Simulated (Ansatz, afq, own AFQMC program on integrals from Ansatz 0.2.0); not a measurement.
# TiB (doublet): quantum Monte Carlo beside coupled cluster at distance Ti1–B2 = 2.677 Å, def2-SVP

How near does AFQMC come to the top of the ladder for TiB (doublet)?

Computed with Ansatz 0.2.0, Gaussian basis, and an in-house AFQMC program (afq) on its integrals; all values are calculated. Level: def2-SVP, frozen cores.

Plan: PBE (unrestricted); r2SCAN (unrestricted); PBE0 (unrestricted); B3LYP (unrestricted); B2PLYP (unrestricted); CCSD(T) on UHF; CCSDT(Q) on UHF; Phaseless AFQMC, CISD trial on UHF; CCSD(T) on ROHF.

20 further runs of the same task are left out: 2 for a known fault of the program, 18 that didn't finish.

## (1) The system

The geometry derives from a PBE0/def2-TZVP stationary point (not a proven minimum). One bond is set to the value named and the two fragments are kept rigid.

2 atoms, charge 0, spin multiplicity 2.

Atoms are counted from 1 here; the program's logs count them from 0.

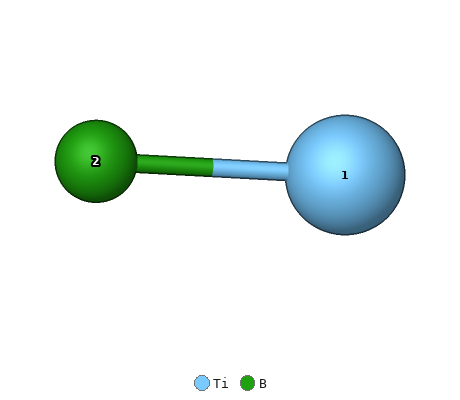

The structure; titanium blue, boron green; atoms are numbered from 1 in the order of the file.

Geometry (Å):

```xyz
2

Ti    0.0000    0.0000    0.0000
B     0.0000    0.0000    2.6770
```

## (2) PBE (unrestricted)

in.yaml reads:

```yaml
crystal:
  periodic: [false, false, false]
  atoms:
    - {symbol: Ti, position_ang: [0.000000, 0.000000, 0.000000]}
    - {symbol: B, position_ang: [0.000000, 0.000000, 2.677000]}
basis:
  gaussian: {orbitals: def2-SVP}
magnetization: {spin_polarized: true, initial_magnetization: 1}
hamiltonian: {xc: {name: PBE}}
output: {orbitals: {seedname: orbitals}}
```

Run with:

```sh
ansatz run in.yaml --threads 1 --pin off --events-out ev --progress --plain --max-ram 1382MiB
```

Standard output, cut to the lines that bear on the results:

```text
Functional definition: PBE
  name "PBE"
  cite "Perdew, Burke & Ernzerhof, Phys. Rev. Lett. 77, 3865 (1996) doi:10.1103/PhysRevLett.77.3865"
  parent pbe
[...]
534 factors; their error is unknown
[...]
mean field -23772.86911030 eV, -873.6368259740 hartree, gradient 5.9e-6 eV, S^2 2.396174; 36 other end points of the search recorded, 0 dependent functions left out
reference -23772.86915708 eV, -873.6368276934 hartree; 14, 13 occupied and 31, 32 virtual orbitals, 534 factors
Total energy: -23772.86915708 eV, -873.6368276934 hartree
```

Run time: 86 s. Hardware: 1 thread of Arm Neoverse V1, shared host.

From the report: ⟨S²⟩ of the determinant 2.396 (pure doublet: 0.75). The determinant is far from a pure spin state, so its energy mixes those of several spin states (harmless only where they are near-degenerate, as at dissociation).

## (3) r2SCAN (unrestricted)

in.yaml, as its differences from that of step 2:

```diff
@@ -8,3 +8,2 @@
 magnetization: {spin_polarized: true, initial_magnetization: 1}
-hamiltonian: {xc: {name: PBE}}
-output: {orbitals: {seedname: orbitals}}
+hamiltonian: {xc: {name: r2SCAN}}
```

Launched as before.

Standard output, cut to the lines that bear on the results:

```text
Functional definition: r2SCAN
  name "r2SCAN"
  cite "Furness, Kaplan, Ning, Perdew & Sun, J. Phys. Chem. Lett. 11, 8208 (2020) doi:10.1021/acs.jpclett.0c02405"
  cite "Furness, Kaplan, Ning, Perdew & Sun, J. Phys. Chem. Lett. 11, 9248 (2020) doi:10.1021/acs.jpclett.0c03077"
  parent r2scan
[...]
534 factors; their error is unknown
[...]
mean field -23778.93008792 eV, -873.8595627934 hartree, gradient 9.6e-7 eV, S^2 2.569297; 31 other end points of the search recorded, 0 dependent functions left out
reference -23778.93011115 eV, -873.8595636470 hartree; 14, 13 occupied and 31, 32 virtual orbitals, 534 factors
Total energy: -23778.93011115 eV, -873.8595636470 hartree
```

Run time: 2.6 min. Hardware: 1 thread of Arm Neoverse V1, shared host.

From the report: ⟨S²⟩ of the determinant 2.569 (pure doublet: 0.75). The determinant is far from a pure spin state, so its energy mixes those of several spin states (harmless only where they are near-degenerate, as at dissociation).

## (4) PBE0 (unrestricted)

in.yaml, as its differences from that of step 3:

```diff
@@ -8,2 +8,3 @@
 magnetization: {spin_polarized: true, initial_magnetization: 1}
-hamiltonian: {xc: {name: r2SCAN}}
+hamiltonian: {xc: {name: PBE0}}
+output: {orbitals: {seedname: orbitals}}
```

Same command.

Standard output, cut to the lines that bear on the results:

```text
Functional definition: PBE0
  name "PBE0"
  cite "Adamo & Barone, J. Chem. Phys. 110, 6158 (1999) doi:10.1063/1.478522"
  cite "Perdew, Burke & Ernzerhof, Phys. Rev. Lett. 77, 3865 (1996) doi:10.1103/PhysRevLett.77.3865"
  parent pbe
[...]
494 factors; integrals over basis functions are off by at most 6.0e-4 eV
[...]
mean field -23773.75943427 eV, -873.6695447764 hartree, gradient 2.2e-6 eV, S^2 2.483608; 28 other end points of the search recorded, 0 dependent functions left out
reference -23773.75946963 eV, -873.6695460761 hartree; 14, 13 occupied and 31, 32 virtual orbitals, 494 factors
Total energy: -23773.75946963 eV, -873.6695460761 hartree
```

Run time: 66 s. Hardware: 1 thread of Arm Neoverse V1, shared host.

From the report: ⟨S²⟩ of the determinant 2.484 (pure doublet: 0.75). The determinant is far from a pure spin state, so its energy mixes those of several spin states (harmless only where they are near-degenerate, as at dissociation).

## (5) B3LYP (unrestricted)

in.yaml, as its differences from that of step 4:

```diff
@@ -8,3 +8,2 @@
 magnetization: {spin_polarized: true, initial_magnetization: 1}
-hamiltonian: {xc: {name: PBE0}}
-output: {orbitals: {seedname: orbitals}}
+hamiltonian: {xc: {name: B3LYP}}
```

Launched as before.

Standard output, cut to the lines that bear on the results:

```text
Functional definition: B3LYP
  name "B3LYP"
  cite "Stephens, Devlin, Chabalowski & Frisch, J. Phys. Chem. 98, 11623 (1994) doi:10.1021/j100096a001"
  cite "Becke, Phys. Rev. A 38, 3098 (1988) doi:10.1103/PhysRevA.38.3098"
  cite "Lee, Yang & Parr, Phys. Rev. B 37, 785 (1988) doi:10.1103/PhysRevB.37.785"
  cite "Vosko, Wilk & Nusair, Can. J. Phys. 58, 1200 (1980) doi:10.1139/p80-159"
[...]
494 factors; integrals over basis functions are off by at most 6.0e-4 eV
[...]
mean field -23780.80692913 eV, -873.9285354356 hartree, gradient 4.4e-6 eV, S^2 2.362202; 26 other end points of the search recorded, 0 dependent functions left out
reference -23780.80712870 eV, -873.9285427696 hartree; 14, 13 occupied and 31, 32 virtual orbitals, 494 factors
Total energy: -23780.80712870 eV, -873.9285427696 hartree
```

Wall time 75 s (1 thread of Arm Neoverse V1, shared host).

From the report: ⟨S²⟩ of the determinant 2.362 (pure doublet: 0.75). The determinant is far from a pure spin state, so its energy mixes those of several spin states (harmless only where they are near-degenerate, as at dissociation).

## (6) B2PLYP (unrestricted)

in.yaml, as its differences from that of step 5:

```diff
@@ -8,2 +8,3 @@
 magnetization: {spin_polarized: true, initial_magnetization: 1}
-hamiltonian: {xc: {name: B3LYP}}
+hamiltonian: {xc: {name: B2PLYP}}
+correlation: {electrons: outside_noble_gas}
```

The command is unchanged.

Standard output, cut to the lines that bear on the results:

```text
Functional definition: B2PLYP
  name "B2PLYP"
  cite "Grimme, J. Chem. Phys. 124, 034108 (2006) doi:10.1063/1.2148954"
  cite "Becke, Phys. Rev. A 38, 3098 (1988) doi:10.1103/PhysRevA.38.3098"
  cite "Lee, Yang & Parr, Phys. Rev. B 37, 785 (1988) doi:10.1103/PhysRevB.37.785"
[...]
494 factors; integrals over basis functions are off by at most 6.0e-4 eV
[...]
mean field -23771.81907478 eV, -873.5982378806 hartree, gradient 1.9e-6 eV, S^2 2.461822; 34 other end points of the search recorded, 0 dependent functions left out
10 core orbitals not correlated: weight in the atoms' cores, before any rotation towards them, 1.000 or more for the frozen orbitals, at most 0.000 for the correlated occupied ones
reference -23771.81920105 eV, -873.5982425209 hartree; 4, 3 occupied and 31, 32 virtual orbitals, 494 factors
second order -2.44697012 eV of doubles, -0.00000000 eV of singles
Total energy: -23772.47988299 eV, -873.6225221341 hartree
```

Run time: 2.2 min. Hardware: 1 thread of Arm Neoverse V1, shared host.

From the report: ⟨S²⟩ of the determinant 2.462 (pure doublet: 0.75). The determinant is far from a pure spin state, so its energy mixes those of several spin states (harmless only where they are near-degenerate, as at dissociation).

## (7) CCSD(T) on UHF

in.yaml, as its differences from that of step 6:

```diff
@@ -8,3 +8,2 @@
 magnetization: {spin_polarized: true, initial_magnetization: 1}
-hamiltonian: {xc: {name: B2PLYP}}
-correlation: {electrons: outside_noble_gas}
+correlation: {method: ccsd_t, electrons: outside_noble_gas, hamiltonian_folder: ham}
```

The command is unchanged.

Standard output, cut to the lines that bear on the results:

```text
Functional definition: HF
  name "HF"
  cite "Fock, Z. Phys. 61, 126 (1930) doi:10.1007/BF01340294"
  parent pbe
[...]
494 factors; integrals over basis functions are off by at most 6.0e-4 eV
[...]
mean field -23750.55366088 eV, -872.8167483340 hartree, gradient 5.1e-10 eV, S^2 2.635372; 65 other end points of the search recorded, 0 dependent functions left out
determinant -23750.55366088 eV, -872.8167483340 hartree, with singles and doubles -23752.86616116 eV, -872.9017311519 hartree
determinant -23750.55347780 eV, -872.8167416058 hartree, with singles and doubles -23752.86547710 eV, -872.9017060128 hartree
determinant -23750.54014793 eV, -872.8162517420 hartree, with singles and doubles -23752.86610295 eV, -872.9017290125 hartree
determinant -23750.51004665 eV, -872.8151455405 hartree, with singles and doubles -23752.82207570 eV, -872.9001110407 hartree
[...]
determinant -23749.52047951 eV, -872.7787796190 hartree, with singles and doubles -23752.53556190 eV, -872.8895818529 hartree
determinant -23749.49950826 eV, -872.7780089396 hartree, with singles and doubles -23752.51890342 eV, -872.8889696651 hartree
determinant -23749.20430606 eV, -872.7671604588 hartree, with singles and doubles -23752.42411216 eV, -872.8854861505 hartree
10 core orbitals not correlated: weight in the atoms' cores, before any rotation towards them, 1.000 or more for the frozen orbitals, at most 0.000 for the correlated occupied ones
reference -23750.54014793 eV, -872.8162517420 hartree; 4, 3 occupied and 31, 32 virtual orbitals, 494 factors
second order -1.58335218 eV of doubles, -0.00000000 eV of singles
cycle   1  -2.34989765 eV  change   -6.6e-7 eV  update   8.0e-6
[...]
cycle   8  -2.34989459 eV  change    2.5e-6 eV  update   2.1e-6
perturbative correction -0.11819669 eV, -0.0043436483 hartree
Total energy: -23753.00823921 eV, -872.9069524236 hartree
```

Run time: 78 s. Hardware: 1 thread of Arm Neoverse V1, shared host.

From the report: ⟨S²⟩ of the determinant 2.644 (pure doublet: 0.75); correlation -2.4681 eV; T1 0.064; largest double amplitude 0.10. The determinant is far from a pure spin state, so its energy mixes those of several spin states (harmless only where they are near-degenerate, as at dissociation).

This run also writes the integrals to the folder ham.

## (8) CCSDT(Q) on UHF

in.yaml, as its differences from that of step 7:

```diff
@@ -8,2 +8,2 @@
 magnetization: {spin_polarized: true, initial_magnetization: 1}
-correlation: {method: ccsd_t, electrons: outside_noble_gas, hamiltonian_folder: ham}
+correlation: {method: ccsdt_q, electrons: outside_noble_gas}
```

The command is unchanged.

Standard output, cut to the lines that bear on the results:

```text
Functional definition: HF
  name "HF"
  cite "Fock, Z. Phys. 61, 126 (1930) doi:10.1007/BF01340294"
  parent pbe
[...]
845 factors; integrals over basis functions are off by at most 2.3e-7 eV
[...]
mean field -23750.55369221 eV, -872.8167494852 hartree, gradient 4.2e-10 eV, S^2 2.635373; 62 other end points of the search recorded, 0 dependent functions left out
determinant -23750.55369221 eV, -872.8167494852 hartree, with singles and doubles -23752.86624015 eV, -872.9017340547 hartree
determinant -23750.55350914 eV, -872.8167427574 hartree, with singles and doubles -23752.86555570 eV, -872.9017089016 hartree
determinant -23750.54017921 eV, -872.8162528915 hartree, with singles and doubles -23752.86618204 eV, -872.9017319191 hartree
determinant -23750.51007828 eV, -872.8151467029 hartree, with singles and doubles -23752.82215491 eV, -872.9001139519 hartree
[...]
determinant -23749.52049342 eV, -872.7787801300 hartree, with singles and doubles -23752.53565788 eV, -872.8895853803 hartree
determinant -23749.49952224 eV, -872.7780094532 hartree, with singles and doubles -23752.51900047 eV, -872.8889732318 hartree
determinant -23749.20431912 eV, -872.7671609388 hartree, with singles and doubles -23752.42421623 eV, -872.8854899750 hartree
10 core orbitals not correlated: weight in the atoms' cores, before any rotation towards them, 1.000 or more for the frozen orbitals, at most 0.000 for the correlated occupied ones
reference -23750.54017921 eV, -872.8162528915 hartree; 4, 3 occupied and 31, 32 virtual orbitals, 845 factors
second order -1.58338679 eV of doubles, -0.00000000 eV of singles
cycle   1  -1.97486736 eV  change   -3.9e-1 eV  update   7.6e-2
[...]
cycle 104  -2.58361352 eV  change   -3.1e-7 eV  update   7.7e-7
perturbative correction -0.02401707 eV, -0.0008826112 hartree
Total energy: -23753.14780980 eV, -872.9120815483 hartree
```

Wall time 2.1 min (1 thread of Arm Neoverse V1, shared host).

From the report: ⟨S²⟩ of the determinant 2.644 (pure doublet: 0.75); correlation -2.6076 eV; T1 0.097; largest double amplitude 0.21. The determinant is far from a pure spin state, so its energy mixes those of several spin states (harmless only where they are near-degenerate, as at dissociation).

## (9) Phaseless AFQMC, CISD trial on UHF

It reads the integrals that the CCSD(T) run on this determinant wrote.

Run with:

```sh
afq ham --method phaseless --trial cisd --walkers 60 --populations 1 --least-time 40 --time-step 0.005 --steps-per-block 50 --equilibration-blocks 40 --max-blocks 300 --target-error 0.00032 --factor-cut 1e-05 --start spin_pure --seed 6073 --release-times 0.24,0.6,1.2,2,3,4.2 --release-step 0.04 --release-every 4 --taylor-order 6
```

Standard output:

```text
orbitals 35  electrons 4 3  factors 282 of 494
reference energy -872.81625174 Eh
CCSD correlation -0.08635675 Eh in 41 cycles, weight of the determinant in the CISD state 0.8337
energy of the start -872.891740 Eh
 block  time / (1/Eh)  mean weight  energy / Eh
     1     0.250  0.9991  -872.895410
     2     0.500  1.0001  -872.898599
     3     0.750  0.9993  -872.900707
     4     1.000  1.0010  -872.902683
     5     1.250  0.9997  -872.902704
     6     1.500  1.0006  -872.904348
     7     1.750  0.9994  -872.904675
     8     2.000  0.9998  -872.907358
     9     2.250  1.0005  -872.907291
    10     2.500  1.0003  -872.908871
    17     4.250  1.0003  -872.909922
    25     6.250  0.9998  -872.916771
    33     8.250  1.0000  -872.913256
    41    10.250  1.0001  -872.910061
    49    12.250  1.0002  -872.909175
    57    14.250  0.9993  -872.906425
    65    16.250  1.0014  -872.907657
    73    18.250  0.9992  -872.907967
    81    20.250  1.0020  -872.909732
    89    22.250  0.9996  -872.906496
    97    24.250  0.9992  -872.907351
   105    26.250  1.0006  -872.902099
   113    28.250  1.0000  -872.906776
   121    30.250  1.0003  -872.903768
   129    32.250  0.9995  -872.908279
   137    34.250  1.0019  -872.906350
   145    36.250  0.9938  -872.905930
   153    38.250  1.0022  -872.902720
   161    40.250  1.0003  -872.905944
   169    42.250  1.0013  -872.906591
   177    44.250  1.0021  -872.906387
   185    46.250  1.0007  -872.907758
   193    48.250  0.9999  -872.911061
   201    50.250  0.9983  -872.910920
   209    52.250  0.9976  -872.915859
   217    54.250  0.9991  -872.903111
   225    56.250  0.9971  -872.909836
   233    58.250  1.0020  -872.908417
   241    60.250  1.0010  -872.910193
   249    62.250  0.9999  -872.903996
   257    64.250  1.0010  -872.907651
   265    66.250  0.9980  -872.903187
   273    68.250  1.0012  -872.916057
   281    70.250  1.0010  -872.908054
   289    72.250  1.0038  -872.910455
   297    74.250  1.0025  -872.908355
   305    76.250  0.9993  -872.899562
   313    78.250  0.9999  -872.907516
   321    80.250  0.9999  -872.899917
   329    82.250  0.9974  -872.903662
   337    84.250  1.0006  -872.909828
blocks merged  error / Eh  count
     1  0.000296  300
     2  0.000335  150
     4  0.000372  75
     8  0.000377  37
    16  0.000428  18
    32  0.000414  9
released: time / (1/Eh)  energy / Eh  error  mean overlap
  0.24  -872.908126  0.000470  1.0001
  0.60  -872.908428  0.000532  1.0041
  1.20  -872.910740  0.000982  1.0256
  2.00  -872.911036  0.001078  1.0153
  3.00  -872.912906  0.001472  1.0282
  4.20  -872.913103  0.002330  1.0489
energy -872.907426 +/- 0.000428 Eh
```

Wall time 5.9 min (1 thread of Arm Neoverse V1, shared host).

Energy -23753.0211 ± 0.0116 eV. Caveats: constraint bias not in the error.

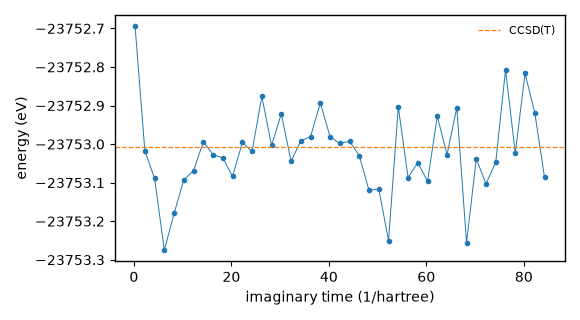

Block energies along the walk.

## (10) CCSD(T) on ROHF

in.yaml reads:

```yaml
crystal:
  periodic: [false, false, false]
  atoms:
    - {symbol: Ti, position_ang: [0.000000, 0.000000, 0.000000]}
    - {symbol: B, position_ang: [0.000000, 0.000000, 2.677000]}
basis:
  gaussian: {orbitals: def2-SVP}
magnetization: {spin_polarized: false, initial_magnetization: 1}
correlation: {method: ccsd_t, electrons: outside_noble_gas, hamiltonian_folder: ham}
```

Run with:

```sh
ansatz run in.yaml --threads 1 --pin off --events-out ev --progress --plain --max-ram 1382MiB
```

Standard output, cut to the lines that bear on the results:

```text
Functional definition: HF
  name "HF"
  cite "Fock, Z. Phys. 61, 126 (1930) doi:10.1007/BF01340294"
  parent pbe
[...]
494 factors; integrals over basis functions are off by at most 6.0e-4 eV
[...]
mean field -23747.72937544 eV, -872.7129577583 hartree, gradient 9.2e-7 eV, S^2 0.750000; 33 other end points of the search recorded, 0 dependent functions left out
[...]
determinant -23747.72937544 eV, -872.7129577583 hartree, with singles and doubles -23752.26144470 eV, -872.8795082317 hartree
determinant -23747.31384144 eV, -872.6976871653 hartree, with singles and doubles -23750.88597100 eV, -872.8289605056 hartree
determinant -23747.29232789 eV, -872.6968965571 hartree, with singles and doubles -23751.99887434 eV, -872.8698589489 hartree
determinant -23747.25620769 eV, -872.6955691643 hartree, with singles and doubles -23751.17807434 eV, -872.8396951054 hartree
[...]
determinant -23746.22155648 eV, -872.6575464336 hartree, with singles and doubles -23749.95164769 eV, -872.7946247572 hartree
determinant -23746.22155648 eV, -872.6575464336 hartree, with no singles and doubles
unrestricted determinant -23750.55366088 eV, -872.8167483340 hartree, S^2 2.6354
10 core orbitals not correlated: weight in the atoms' cores, before any rotation towards them, 1.000 or more for the frozen orbitals, at most 0.000 for the correlated occupied ones
reference -23747.29232789 eV, -872.6968965571 hartree; 4, 3 occupied and 31, 32 virtual orbitals, 494 factors
second order -3.02909750 eV of doubles, -0.00787299 eV of singles
cycle   1  -5.15859674 eV  change    1.8e-6 eV  update   5.5e-6
[...]
cycle  11  -5.15862423 eV  change   -1.6e-6 eV  update   1.1e-6
perturbative correction -0.41035128 eV, -0.0150801312 hartree
WARN: the results are in doubt because among natural orbitals the method converges to other amplitudes
Total energy: -23752.86130340 eV, -872.9015526322 hartree
In doubt: among natural orbitals the method converges to other amplitudes
```

Wall time 48 s (1 thread of Arm Neoverse V1, shared host).

From the report: correlation -5.5690 eV; T1 0.420; largest double amplitude 0.17. The program marks this result as in doubt; its last lines say why.

This run also writes the integrals to the folder ham.

## (11) All levels side by side

On the UHF determinant, counted from CCSDT(Q) (a yardstick, not exact):

```
                                              level  energy (eV)  from CCSDT(Q) (kcal/mol)  statistical error (kcal/mol)     time
                                                 HF  -23750.5401                    +60.13                                       
                                                MP2  -23752.1235                    +23.62                                       
                                               CCSD  -23752.8900                     +5.94                                       
                                            CCSD(T)  -23753.0082                     +3.22                                       
                                           CCSDT(Q)  -23753.1478                      0.00                                       
Phaseless AFQMC, CISD trial, step 0.005, 60 walkers  -23753.0211                     +2.92                          0.27  5.9 min
```

The functionals' totals stand on their own zeros and serve differences with other points: PBE -23772.869 eV; r2SCAN -23778.930 eV; PBE0 -23773.759 eV; B3LYP -23780.807 eV; B2PLYP -23772.480 eV.

## (12) Results

| quantity | value |
| --- | --- |
| CCSD(T) on UHF from CCSDT(Q) | +3.22 kcal/mol |
| Phaseless AFQMC, CISD trial on UHF from CCSDT(Q) | +2.92 ± 0.27 kcal/mol |

On UHF the phaseless walk with the CISD trial lies +2.92 kcal/mol from CCSDT(Q), 11 times its error bar. Error bars are statistical and leave out the constraint, the time step and what remains of the start.
